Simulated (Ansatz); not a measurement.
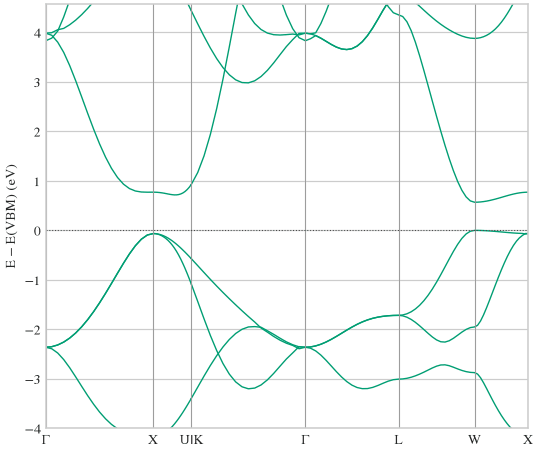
Band structure from r²SCAN (plane waves, PAW; program Ansatz)

Q: Read off the gap and where the band edges lie.

A: About 0.6 eV (0.57 eV by a search for the band edges); maximum at W, minimum at W.

Q: Which compound is it?
(A) LaN, zinc blende
(B) HfC, zinc blende
(C) Lu2CdS4, spinel
(D) BAs, zinc blende

A: B, HfC, zinc blende

Space group F-43m (zinc blende). The start of the workflow was typed in or built on a structure type; neither database checked (COD, Materials Project) lists it. It is not the phase usual at ambient conditions (space group No. 225). Symmetry was held in the r²SCAN relaxation; its stability against distortions is not shown here. No spin polarisation was allowed. Scalar-relativistic: spin–orbit coupling is off unless named, which matters more the heavier the elements.

Potentials: the later of the program's two PAW sets.
